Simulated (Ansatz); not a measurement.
W12Cl: single-point calculation

- system: W12Cl (slab, 13 atoms in the cell)
- method: DFT, PBE, plane waves, PAW, PAW set soft_1, Ueff = 3 eV on W d, no spin polarisation (Ansatz 0.2.0)

The structure derives from an entry of the Crystallography Open Database. Figures and captions count atoms from 1; the log counts them from 0 in places.

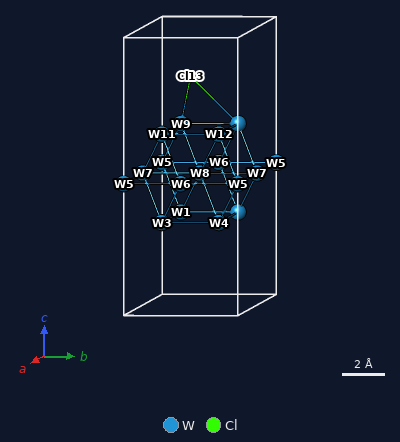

Figure 1. The structure as given in the input (ball-and-stick view of the cell of the calculation, with the vacuum cut short, seen slightly off an axis; atoms are numbered from 1 in the order of the input).

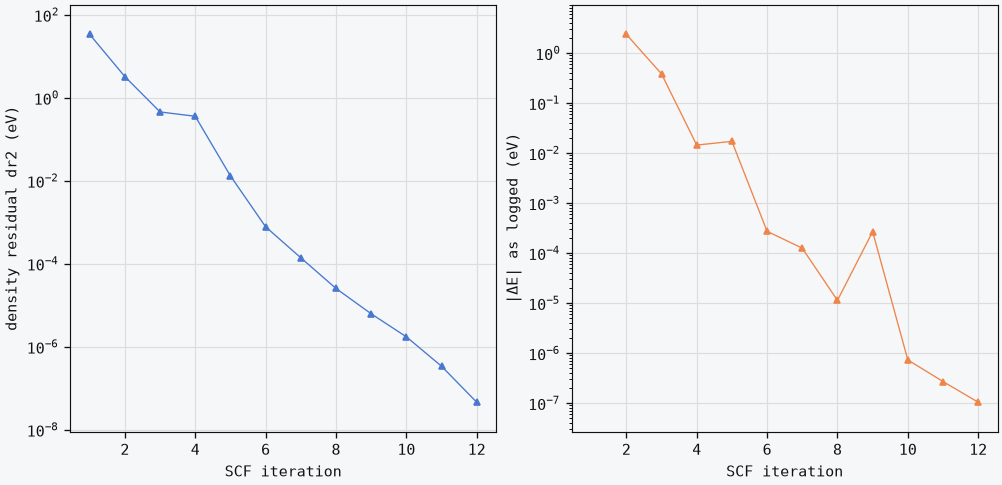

Figure 2. Convergence of the self-consistent field: density residual dr2 and size of the energy change against the SCF iteration. The residual falls at every step.

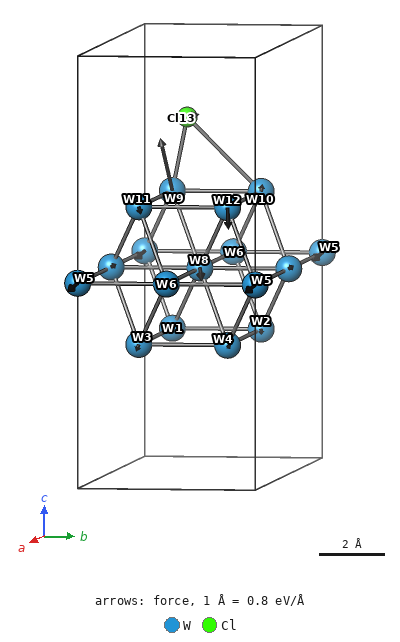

Figure 3. Forces on the atoms as black arrows (ball-and-stick view of the cell of the calculation, with the vacuum cut short, seen slightly off an axis; atoms are numbered from 1 in the order of the input); the smallest are left out. The largest act on W9 (1.39 eV/Å); W12 (0.56 eV/Å); W5 (0.42 eV/Å). The geometry is not a stationary point of this energy.

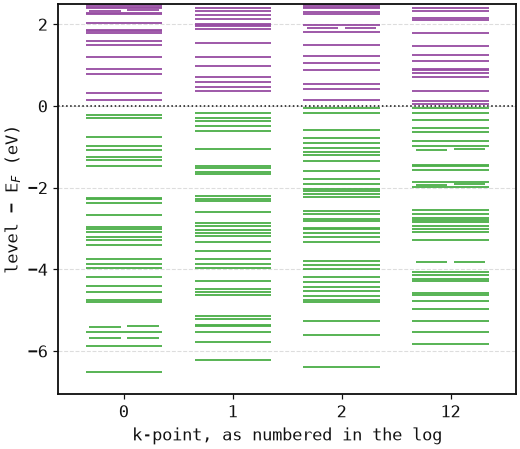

Figure 4. Kohn–Sham levels near the Fermi level (dotted) at the few k-points that the log prints; levels within 0.02 eV of each other stand side by side. The system is metallic on the full mesh.

The input that produced these results follows, with the program's output.

**The input**
```yaml
crystal:
  lattice:
    - [5.5143287209, 0.0, 0.0]
    - [-1.8381095736, 5.1989589763, 0.0]
    - [0.0, 0.0, 19.8562160851]
  atoms:
    - { symbol: W, position: [0.25, 0.25, 0.2014482509] }
    - { symbol: W, position: [0.25, 0.75, 0.2014482509] }
    - { symbol: W, position: [0.75, 0.25, 0.2014482509] }
    - { symbol: W, position: [0.75, 0.75, 0.2014482509] }
    - { symbol: W, position: [0.0, 0.0, 0.3111437105] }
    - { symbol: W, position: [0.0, 0.5, 0.3111437105] }
    - { symbol: W, position: [0.5, 0.0, 0.3111437105] }
    - { symbol: W, position: [0.5, 0.5, 0.3111437105] }
    - { symbol: W, position: [0.25, 0.25, 0.4208362786] }
    - { symbol: W, position: [0.25, 0.75, 0.4208362786] }
    - { symbol: W, position: [0.75, 0.25, 0.4208362786] }
    - { symbol: W, position: [0.75, 0.75, 0.4208362786] }
    - { symbol: Cl, position: [0.25, 0.3333333333, 0.53827591] }
kpoints:
  mp_grid: { grid: [5, 5, 1] }
hamiltonian:
  xc: pbe
  pseudopotentials: { kind: paw, azcp: { folder: soft_1 } }
  hubbard: { sites: [{ species: W, l: d, u_eff: 3.0 }], double_counting: fll }
scf:
  occupations: { method: gaussian, width: 0.1 }
output:
  forces: true
  eigenvalues: true
efield:
  axis: 3
  dipole_correction: true
  ramp_width: 0.04
```

Run as:
```bash
ansatz run input.yaml --threads 4 --pin off --max-ram 12288MiB --backend cpu --events-out ev --progress --plain --runs-dir out
```

**What the program printed**
```
W: projections on atomic orbitals take those of the free atom [Kr 4d10 4f14] 5s2 5p6 5d4 6s2, of charge +0.00 (hamiltonian.pseudopotentials.projection_atoms); the dataset's partial waves leave at most 6.5e-5 of an orbital's norm unspanned inside its sphere
Cl: projections on atomic orbitals take those of the free atom [Ne] 3s2 3p5, of charge +0.00 (hamiltonian.pseudopotentials.projection_atoms); the dataset's partial waves leave at most 1.3e-7 of an orbital's norm unspanned inside its sphere
Engine: ansatz 0.2.0, x86_64-unknown-linux-gnu
Pseudopotentials: kind: paw
Pseudopotential: W, paw, valence charge 14, recommended cutoff 420 eV (normal), [file]
Pseudopotential: Cl, paw, valence charge 7, recommended cutoff 420 eV (normal), [file]
Functional definition: PBE
  parameter kappa = 0.804
  parameter beta = 0.06672455060314922
  exchange = pbe_x(kappa = kappa, mu = beta*pi^2/3)
  correlation = pbe_c(beta = beta)
Crystal: 13 atoms, lattice volume = 569.253 Å³
Basis set: ecut = 420 eV, 11115 PW (Γ), exchange–correlation on 80×80×270 points (8 copies of the dense FFT grid, shifted against one another)
Bands: 105, of which v1, the nominal top of the filled ones, is band 88 counted from 1 (87 counted from 0)
Symmetry: 1 space group operations
Space group: P1 (ITA 1), of the structure as read, at distance tolerance 8.3e-5 Å
k-points: 13 of 25 (time reversal used)
Non-local potential: W, projectors of the file, l = 0: 3, l = 1: 2, l = 2: 2, l = 3: 1
Non-local potential: Cl, projectors of the file, l = 0: 2, l = 1: 2, l = 2: 1
PAW form: soft (Blöchl's): semilocal exchange-correlation on the pseudo side does not see the compensation charge
PAW one-centre angular grid: W, 590 points (default); XC on 64 Gauss nodes
PAW one-centre angular grid: Cl, 110 points (default); XC on 64 Gauss nodes
Initial density: superposition of atomic densities (neutral atoms: chi_scale 0, normalization atom)
Initial wavefunctions: pseudopotential atomic-orbital guess
Functional: x = pbe(κ = 0.804, μ = 0.2195149727645171), c = pbe(β = 0.06672455060314922)
SCF iter   1: F=—  HF=-125659.448889 eV  |F-HF|=—  |Δ(HF+E_count)|=         —  Δρ=4.20e-2  dr2=3.34e1  ethr=3.10e-3  p=0.000 e·Å  D=6.70e-9 V/Å  ΔV_dip=-0.00 eV  dr2_dipole=5.27e-2  V_vac-E_F(+/−)=6.72/6.72 eV  ⟨swp⟩=9.5  Hψ=6871  notcnv=0
efield: sawtooth ramp at fractional position 0.8499 (placed from the atoms, in the widest stretch of the axis that holds none; the zero of the levels goes with the place), width 0.0400; the density the first Hamiltonian is built on has a dipole p = 0.000 e·Å; the dipole correction subtracts the counter field D = 6.70e-9 V/Å, which shifts the + side's vacuum level by -0.00 eV against the − side's; the planar-averaged density in the ramp window peaks in size at 1.7e-7 e/Å³
preconditioner: auto → LDOS  [metal: Δε(μ)=0.068 eV  Ē_g=5.118 eV  σ=0.100 eV  W_gap=0.37  n_scr=94 (ndim 8)  ℏωp=13.8 eV  f_vac=0.532  D(μ)=11.25/eV (n_scr^D=64)  β→1.0]
SCF iter   2: F=—  HF=-125657.103818 eV  |F-HF|=—  |Δ(HF+E_count)|=    2.35e0  Δρ=1.61e-2  dr2=3.21e0  ethr=3.10e-3  p=-0.055 e·Å  D=-1.74e-2 V/Å  ΔV_dip=0.35 eV  dr2_dipole=4.67e-3  V_vac-E_F(+/−)=5.76/5.41 eV  ⟨swp⟩=3.9  Hψ=3243  notcnv=0  defer=114
SCF iter   3: F=—  HF=-125656.723274 eV  |F-HF|=—  |Δ(HF+E_count)|=   3.81e-1  Δρ=6.54e-3  dr2=4.52e-1  ethr=1.83e-3  p=-0.078 e·Å  D=-2.49e-2 V/Å  ΔV_dip=0.50 eV  dr2_dipole=1.91e-3  V_vac-E_F(+/−)=5.41/4.91 eV  ⟨swp⟩=2.1  Hψ=1822  notcnv=0  defer=117
SCF iter   4: F=—  HF=-125656.708832 eV  |F-HF|=—  |Δ(HF+E_count)|=   1.44e-2  Δρ=3.56e-3  dr2=3.55e-1  ethr=2.58e-4  p=-0.073 e·Å  D=-2.31e-2 V/Å  ΔV_dip=0.46 eV  dr2_dipole=1.52e-2  V_vac-E_F(+/−)=5.26/4.80 eV  ⟨swp⟩=2.5  Hψ=1994  notcnv=0  defer=113
SCF iter   5: F=—  HF=-125656.691749 eV  |F-HF|=—  |Δ(HF+E_count)|=   1.71e-2  Δρ=1.11e-3  dr2=1.30e-2  ethr=2.03e-4  p=-0.074 e·Å  D=-2.34e-2 V/Å  ΔV_dip=0.47 eV  dr2_dipole=1.85e-4  V_vac-E_F(+/−)=5.24/4.78 eV  ⟨swp⟩=2.1  Hψ=1551  notcnv=0  defer=112
SCF iter   6: F=—  HF=-125656.692022 eV  |F-HF|=—  |Δ(HF+E_count)|=   2.72e-4  Δρ=3.58e-4  dr2=7.71e-4  ethr=7.41e-6  p=-0.072 e·Å  D=-2.28e-2 V/Å  ΔV_dip=0.45 eV  dr2_dipole=5.46e-5  V_vac-E_F(+/−)=5.24/4.79 eV  ⟨swp⟩=2.8  Hψ=2187  notcnv=0  defer=111
SCF iter   7: F=—  HF=-125656.692147 eV  |F-HF|=—  |Δ(HF+E_count)|=   1.25e-4  Δρ=1.39e-4  dr2=1.38e-4  ethr=4.41e-7  p=-0.072 e·Å  D=-2.29e-2 V/Å  ΔV_dip=0.46 eV  dr2_dipole=3.59e-6  V_vac-E_F(+/−)=5.25/4.79 eV  ⟨swp⟩=2.5  Hψ=2063  notcnv=0  defer=111
SCF iter   8: F=—  HF=-125656.692158 eV  |F-HF|=—  |Δ(HF+E_count)|=   1.13e-5  Δρ=5.85e-5  dr2=2.52e-5  ethr=7.89e-8  p=-0.072 e·Å  D=-2.28e-2 V/Å  ΔV_dip=0.45 eV  dr2_dipole=2.41e-6  V_vac-E_F(+/−)=5.25/4.79 eV  ⟨swp⟩=2.5  Hψ=1910  notcnv=0  defer=111
SCF iter   9: F=—  HF=-125656.692426 eV  |F-HF|=—  |Δ(HF+E_count)|=   2.68e-4  Δρ=2.95e-5  dr2=6.17e-6  ethr=1.44e-8  p=-0.072 e·Å  D=-2.28e-2 V/Å  ΔV_dip=0.45 eV  dr2_dipole=1.37e-7  V_vac-E_F(+/−)=5.25/4.79 eV  ⟨swp⟩=2.2  Hψ=1955  notcnv=0  defer=111
SCF iter  10: F=—  HF=-125656.692427 eV  |F-HF|=—  |Δ(HF+E_count)|=   7.29e-7  Δρ=1.44e-5  dr2=1.72e-6  ethr=3.53e-9  p=-0.072 e·Å  D=-2.28e-2 V/Å  ΔV_dip=0.45 eV  dr2_dipole=6.39e-9  V_vac-E_F(+/−)=5.25/4.79 eV  ⟨swp⟩=2.1  Hψ=1775  notcnv=0  defer=111
SCF iter  11: F=—  HF=-125656.692427 eV  |F-HF|=—  |Δ(HF+E_count)|=   2.70e-7  Δρ=6.39e-6  dr2=3.36e-7  ethr=9.81e-10  p=-0.072 e·Å  D=-2.28e-2 V/Å  ΔV_dip=0.45 eV  dr2_dipole=2.96e-9  V_vac-E_F(+/−)=5.25/4.79 eV  ⟨swp⟩=2.5  Hψ=2081  notcnv=0  defer=111
SCF iter  12: F=-125656.692427 eV  HF=-125656.692427 eV  |F-HF|=5.89e-9  |Δ(HF+E_count)|=   1.04e-7  Δρ=2.57e-6  dr2=4.55e-8  ethr=5.71e-11  p=-0.072 e·Å  D=-2.28e-2 V/Å  ΔV_dip=0.45 eV  dr2_dipole=1.92e-9  V_vac-E_F(+/−)=5.25/4.79 eV  ⟨swp⟩=17.0  Hψ=7036  notcnv=0
SCF 1 converged in 12 iterations: F = -125656.692427 eV  dr2 = 4.55e-8
  greatest PAW one-centre occupation: 0.999 electrons in one spin orbital (limit 2), on the W atom at site 6 (counted from 0), in its partial waves of l = 0
SCF converged after 12 iterations
Free energy (F): -125656.692427 eV
Harris-Foulkes:  -125656.692427 eV  (|F-HF|=5.89e-9)
Internal energy: -125656.645770 eV  (E = F + TS)
E sigma→0 (E₀):  -125656.669099 eV
Entropy (-TS):   -0.046657 eV (-3.589 meV/atom)
Fermi energy:    4.577401 eV
Dipole field:    D = -0.022855 V/Å  (p = -0.071901 e·Å, saw-weighted, corrected)
Work function:   Φ+ = 5.2460 eV   Φ− = 4.7921 eV
Levels:          The Fermi level and band energies are counted from a zero that moves with the ramp; work functions are not
--- Per-component energies (eV) ---
  E_band       = -3970.434353
  E_kinetic    = 5193.729762
  E_local      = -144185.225834  (includes V_loc(G=0)·N_el)
  E_nonlocal   = -268.864374
  E_hartree    = 70060.611308
  E_xc         = -3304.747523
  E_vxc        = -2872.165097  (∫ρ·V_xc dr)
  E_hubbard    = 43.194492  (on-site DFT+U / exact-exchange correction)
  E_vhub       = -2.826075  (the Hubbard potential's part of the band-sum identity)
  E_paw        = -103592.881245  (= ΣΔE_a)
  E_vpaw       = -1952.383634  (= ΣTr[D̂ρ^β])
  E_aug_tail   = 0.001887  (compensation charges beyond the density's cutoff)
  E_efield     = 0.000822  (sawtooth field / dipole correction)
  E_vefield    = -3.940238  (∫n·V_field dr)
  E_ewald      = 50397.534934
  E_smearing   = -0.046657  (= −TS)
  E_closure    = -0.000000  (closes the sum)
  Σ components = -125656.692427   (vs F -125656.692427, Δ=0.00e0)
--- Forces (eV/Å), atoms counted from 1 ---
  atom   1  W     -0.01486628     0.00393906    -0.00023286
  atom   2  W      0.00117245     0.00440570    -0.15029881
  atom   3  W      0.06326738    -0.04550104    -0.17603297
  atom   4  W     -0.02670519     0.06268768    -0.09467399
  atom   5  W     -0.09218318    -0.32097172    -0.26215343
  atom   6  W      0.01399543    -0.02714628     0.08416990
  atom   7  W     -0.11911022     0.09179100     0.06323987
  atom   8  W      0.20634795     0.12839046    -0.29398222
  atom   9  W      0.20943199    -0.24167639     1.35393320
  atom  10  W     -0.07641098    -0.00000103     0.17748587
  atom  11  W     -0.02675898     0.04402615    -0.20443250
  atom  12  W      0.06275111     0.04754128    -0.55275001
  atom  13  Cl    -0.20095053     0.25256844     0.05577376
  max |Σ_I F_I| component: 5.33e-5 eV/Å
--- Band table (eV; the first three rows and the last of 13) ---
  k-point 0: bands = ["-69.4067", "-69.3343", "-69.3087", "-69.3002", "-69.2816", "-69.2478", "-69.2418", "-69.2301", "-69.2161", "-69.2008", "-69.1555", "-69.1428", "-34.2649", "-34.2550", "-34.2370", "-34.1713", "-34.0610", "-34.0434", "-33.9251", "-33.8450", "-33.8304", "-33.8268", "-33.8061", "-33.7982", "-33.7178", "-33.6130", "-33.5969", "-33.5357", "-33.5104", "-33.5044", "-33.4330", "-33.3794", "-33.3600", "-33.3450", "-33.3085", "-33.1525", "-33.1204", "-33.1195", "-33.1127", "-33.0993", "-33.0203", "-32.9982", "-32.9624", "-32.9138", "-32.9062", "-32.8810", "-32.8752", "-32.8386", "-10.8368", "-4.0632", "-1.9457", "-1.2978", "-1.1091", "-1.1065", "-0.9605", "-0.8243", "-0.8146", "-0.2162", "-0.1741", "0.0326", "0.1783", "0.3830", "0.6200", "0.7131", "0.8352", "1.1746", "1.2825", "1.3665", "1.4919", "1.5647", "1.6105", "1.9047", "2.2076", "2.3057", "2.3332", "3.1056", "3.2491", "3.3146", "3.5075", "3.5990", "3.8163", "4.2872", "4.3639", "4.7217", "4.8940", "5.3516", "5.4912", "5.7672", "6.0663", "6.1680", "6.3595", "6.4042", "6.4326", "6.5993", "6.8170", "6.8455", "6.8969", "6.9153", "6.9789", "7.0036", "7.0391", "7.2904", "7.2974", "7.4063", "7.5798"]
  k-point 1: bands = ["-69.3990", "-69.3376", "-69.3105", "-69.2986", "-69.2822", "-69.2455", "-69.2418", "-69.2279", "-69.2156", "-69.1988", "-69.1588", "-69.1477", "-34.2321", "-34.1908", "-34.1884", "-34.1440", "-34.0316", "-34.0097", "-33.8975", "-33.8500", "-33.8267", "-33.8141", "-33.7670", "-33.7436", "-33.7356", "-33.6383", "-33.6160", "-33.5434", "-33.5137", "-33.4967", "-33.4404", "-33.3634", "-33.3564", "-33.3070", "-33.3002", "-33.2173", "-33.1643", "-33.1608", "-33.1210", "-33.1182", "-33.0594", "-33.0013", "-32.9848", "-32.9692", "-32.9410", "-32.9216", "-32.8865", "-32.8715", "-10.8347", "-3.7283", "-1.6478", "-1.2115", "-0.9569", "-0.8224", "-0.7872", "-0.6429", "-0.5572", "-0.0450", "0.0329", "0.0899", "0.2895", "0.6065", "0.7176", "0.8359", "1.0345", "1.2496", "1.3943", "1.4550", "1.5307", "1.6245", "1.7103", "1.9689", "2.2576", "2.2959", "2.3753", "2.9000", "2.9665", "3.0629", "3.1011", "3.5262", "3.9546", "4.0744", "4.2116", "4.2780", "4.4084", "4.9317", "5.0296", "5.1660", "5.2786", "5.5632", "5.7823", "6.1099", "6.4706", "6.5342", "6.5612", "6.5894", "6.6975", "6.7927", "6.8990", "6.9735", "7.1927", "7.2885", "7.3199", "7.3579", "7.4136"]
  k-point 2: bands = ["-69.3796", "-69.3526", "-69.3114", "-69.2956", "-69.2814", "-69.2483", "-69.2351", "-69.2226", "-69.2208", "-69.1874", "-69.1676", "-69.1578", "-34.1619", "-34.1153", "-34.0746", "-34.0175", "-33.9988", "-33.9722", "-33.9151", "-33.8762", "-33.8377", "-33.8214", "-33.7337", "-33.6718", "-33.6472", "-33.6071", "-33.5864", "-33.5429", "-33.4661", "-33.4465", "-33.4301", "-33.4123", "-33.3886", "-33.3683", "-33.2959", "-33.2747", "-33.2630", "-33.2016", "-33.1759", "-33.1476", "-33.1304", "-33.1117", "-33.0825", "-33.0568", "-32.9725", "-32.9188", "-32.8983", "-32.8897", "-10.8313", "-2.8493", "-1.8174", "-1.0255", "-0.6938", "-0.2246", "-0.1705", "-0.0771", "0.0441", "0.1383", "0.2628", "0.3894", "0.5887", "0.6870", "0.7723", "1.2454", "1.3629", "1.4636", "1.5628", "1.5901", "1.7592", "1.8157", "1.9245", "1.9918", "2.3503", "2.4178", "2.4908", "2.5399", "2.6559", "2.7863", "2.9739", "3.2390", "3.3661", "3.4374", "3.5461", "3.6569", "3.8013", "3.9935", "4.4118", "4.5159", "4.7220", "4.9988", "5.1202", "5.4503", "5.6268", "5.8082", "6.0777", "6.3943", "6.4741", "6.4939", "6.5566", "6.8200", "6.8819", "6.9704", "6.9951", "7.0592", "7.1216"]
  k-point 12: bands = ["-69.3786", "-69.3423", "-69.3118", "-69.2965", "-69.2828", "-69.2390", "-69.2319", "-69.2263", "-69.2194", "-69.1891", "-69.1724", "-69.1586", "-34.1460", "-34.0915", "-34.0583", "-34.0382", "-33.9588", "-33.9406", "-33.9224", "-33.8056", "-33.7661", "-33.7508", "-33.6994", "-33.6204", "-33.6139", "-33.6014", "-33.5850", "-33.5629", "-33.5115", "-33.4788", "-33.4557", "-33.4447", "-33.3487", "-33.3288", "-33.2990", "-33.2719", "-33.2546", "-33.2267", "-33.2188", "-33.1904", "-33.1501", "-33.1154", "-33.0819", "-33.0648", "-33.0616", "-32.9988", "-32.9563", "-32.9409", "-10.8303", "-2.8922", "-1.2551", "-0.9652", "-0.6919", "-0.4034", "-0.1891", "-0.0629", "0.0084", "0.2848", "0.3498", "0.4411", "0.5214", "0.7525", "0.7656", "1.2844", "1.4776", "1.5532", "1.6371", "1.7296", "1.7944", "1.8210", "1.9339", "2.0176", "2.5873", "2.6485", "2.6679", "2.7069", "3.0109", "3.1066", "3.1394", "3.5047", "3.5142", "3.5978", "3.7256", "3.9477", "4.0436", "4.2254", "4.3991", "4.5295", "4.6121", "4.6865", "4.9307", "5.2857", "5.3730", "5.4458", "5.4769", "5.6770", "5.8201", "6.0549", "6.3574", "6.6715", "6.7259", "6.8917", "6.9641", "7.1225", "7.3120"]
Occupation matrices written to [file]
```

**Key numbers**

- outcome: converged
- electrons treated: 175
- free energy: −125656.6924 eV
- Fermi energy: 4.577 eV
- gap on the k-point mesh: none (metallic)
- largest force (length of the vector): 1.391 eV/Å
- hardware: 4 threads of AMD EPYC 7571, 32 GiB of memory available, shared host
- wall time: 58 s (CPU time 3.7 min)
- peak memory: 2.1 GiB

**Notes**

Settings chosen away from the usual ones: hamiltonian.hubbard set to {"sites": [{"species": "W", "l": "d", "u_eff": 3.0}], "double_counting": "fll"}; basis.ecutwfc removed. Spin–orbit coupling is left out, which matters for W. The cell holds an odd number of electrons but the run has no spin polarisation, so it comes out as a metal.
